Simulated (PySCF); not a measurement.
**Cl$_{4}$CrO: what the electrons do**

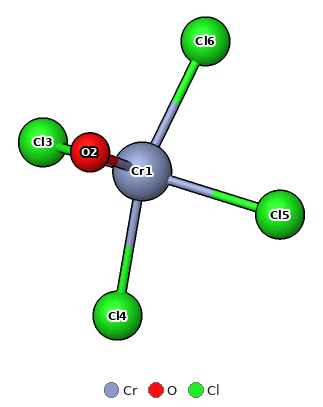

The molecule, with its atoms numbered as below. No frequency check shows the geometry to be a minimum.

Geometry (Å), atoms numbered from 1:

```
Cr1     -0.0003    0.0002   -0.2698
O2      -0.0068   -0.0013   -1.8396
Cl3     -1.7885   -1.0728    0.3133
Cl4     -1.0722    1.7893    0.3123
Cl5      1.7903    1.0734    0.3100
Cl6      1.0740   -1.7895    0.3110
```

Part 1: Bonding charge

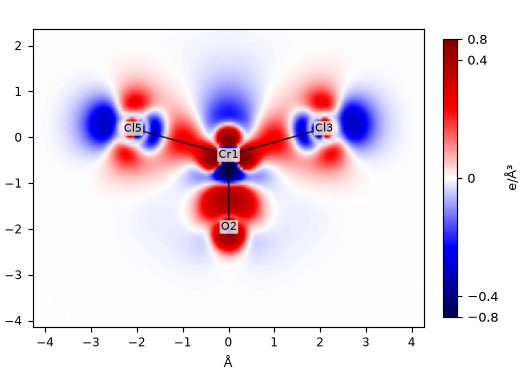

Deformation density (molecule less spherical, spin-averaged free atoms) in the plane of Cr1, O2, Cl3 and Cl5; colour scale in e/Å³, logarithmic beyond ±0.1; red: gain, blue: loss.

Method: ωB97X/def2-SVP; geometry: GFN2-xTB; program: PySCF. This is a single-reference result, which may miss multireference character in this system.

Describe the bonding that the map shows.

Answer. Cr1–O2: +0.29 e/Å³ at the bond critical point (bond length 1.57 Å, Mayer order 2.1). Cr1–Cl3 and Cr1–Cl5: +0.10 e/Å³ at the bond critical point (bond length 2.17 Å, Mayer order 1.2). In all, 1.1 electrons gather in the regions of gain relative to the promolecule. A small or negative value marks a very polar bond, one between electron-rich atoms, whose free-atom densities already overlap strongly, a long bond to a heavier atom, or a closed-shell contact such as a hydrogen bond.

Part 2: Bond critical points

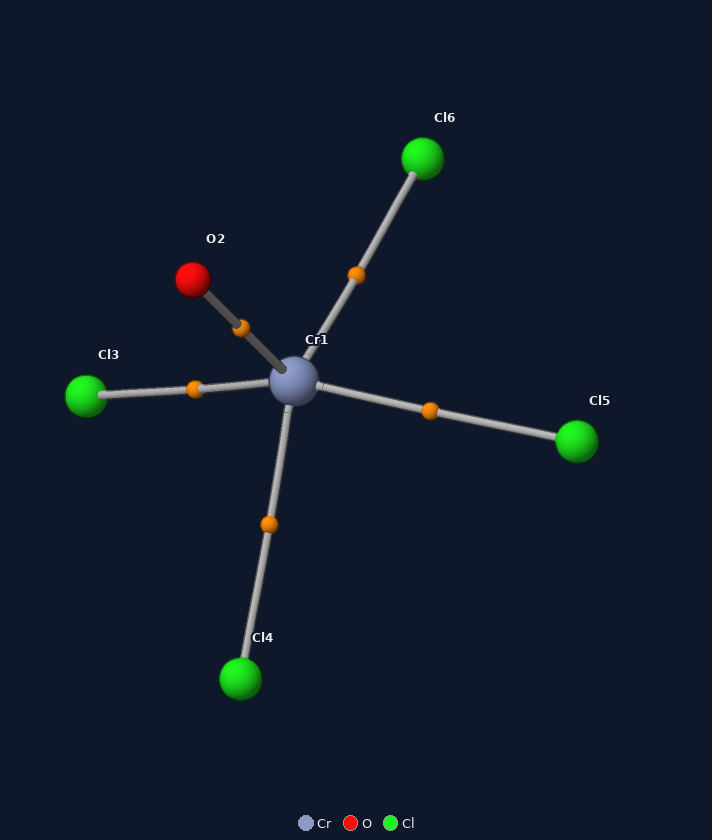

Molecular graph of the electron density (QTAIM): bond paths, bond critical points (orange), ring points (yellow, if any); weak paths are dashed.

How many critical points of each kind are there, and does the count close?

Answer. 6 nuclei, 5 bond, 0 ring and 0 cage critical points: 6 − 5 + 0 − 0 = 1, as the Poincaré–Hopf relation requires.

What does the calculation give at each kind of bond critical point?

Answer.
| bond | length (Å) | ρ (a.u.) | ∇²ρ (a.u.) | ε | H (a.u.) |
| --- | --- | --- | --- | --- | --- |
| Cr1–O2 | 1.570 | 0.292 | +1.00 | 0.00 | −0.220 |
| Cr1–Cl4 (4 alike) | 2.165 | 0.100 | +0.22 | 0.06 | −0.026 |

What kind of interaction is Cr1–O2?

Answer. Polar or intermediate (positive Laplacian, negative energy density H): ρ = 0.292, ∇²ρ = +1.00, H = −0.220 a.u.

Part 3: Electrostatic potential

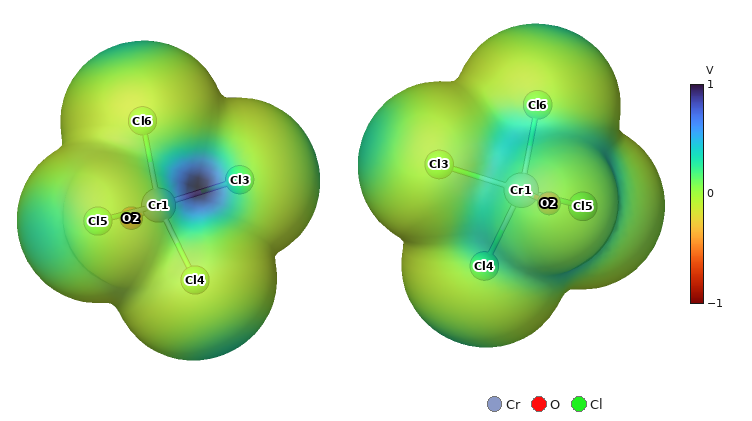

Electrostatic potential on the surface of electron density 0.001 a.u. (back view left, front view right).

Where are the extremes of the potential on the surface?

Answer. Highest: 0.97 V, 2.2 Å from Cr1. Further maxima include 0.41 V, 1.9 Å from O2, and at like points elsewhere. Lowest: −0.13 V, 2.0 Å from Cl6, and at like points elsewhere. Further minima include 0.04 V, 1.7 Å from O2. The surface is sampled at points, so like sites can differ by a few per cent and only the strongest of them is named.

Part 4: Localised orbitals

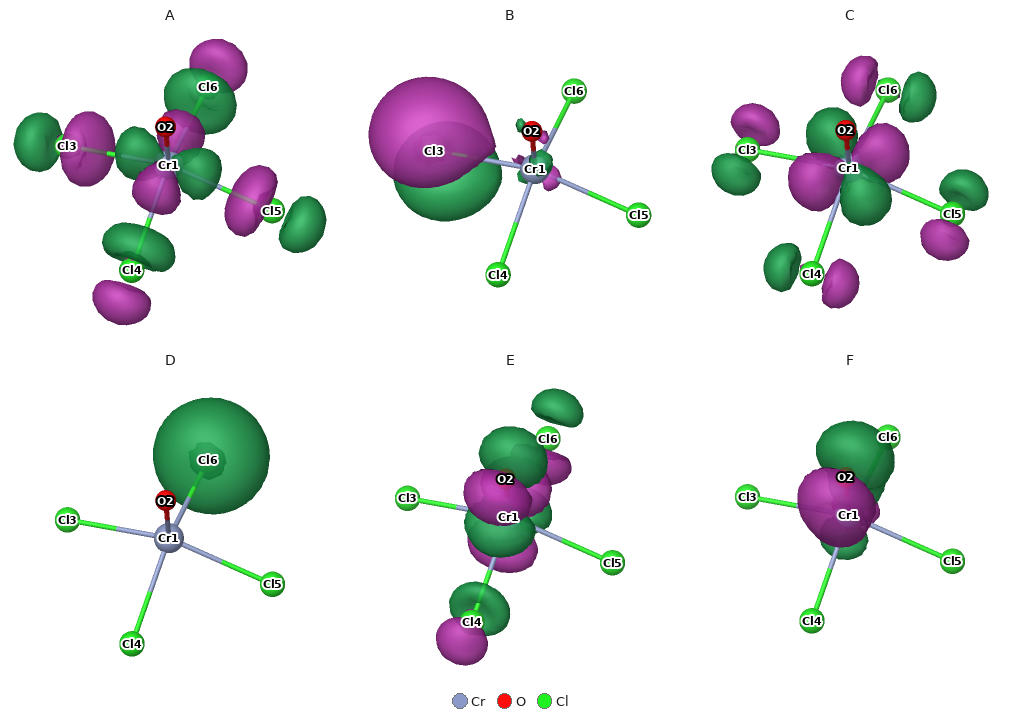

Intrinsic bond orbitals (IBO), occupied and valence-virtual; each surface holds about 80 % of the orbital's density. Energies are diagonal elements of the Fock matrix.

Computed with PySCF, B3LYP/def2-SVPD, geometry: GFN2-xTB. This is a single-reference result, which may miss multireference character in this system.

What does each orbital represent in a Lewis picture?

Answer. By panel:
- A: antibonding multicentre orbital mainly over Cr1, Cl3, Cl4 and Cl6 and further atoms (Cr1 45 %, Cl3 14 %, Cl4 14 %; −4.5 eV)
- B: lone pair on Cl3 (p-type) (Cl3 95 %, Cr1 4 %; −10.3 eV)
- C: antibonding multicentre orbital mainly over Cr1, Cl4, Cl3 and Cl5 (Cr1 68 %, Cl4 8 %, Cl3 8 %; −6.9 eV)
- D: lone pair on Cl6 (s-type) (Cl6 98 %; −20.9 eV)
- E: antibonding multicentre orbital mainly over Cr1, O2, Cl6 and Cl4 (Cr1 55 %, O2 26 %, Cl6 9 %; −5.5 eV)
- F: π bond O2–Cr1 (O2 71 %, Cr1 28 %; −12.8 eV)
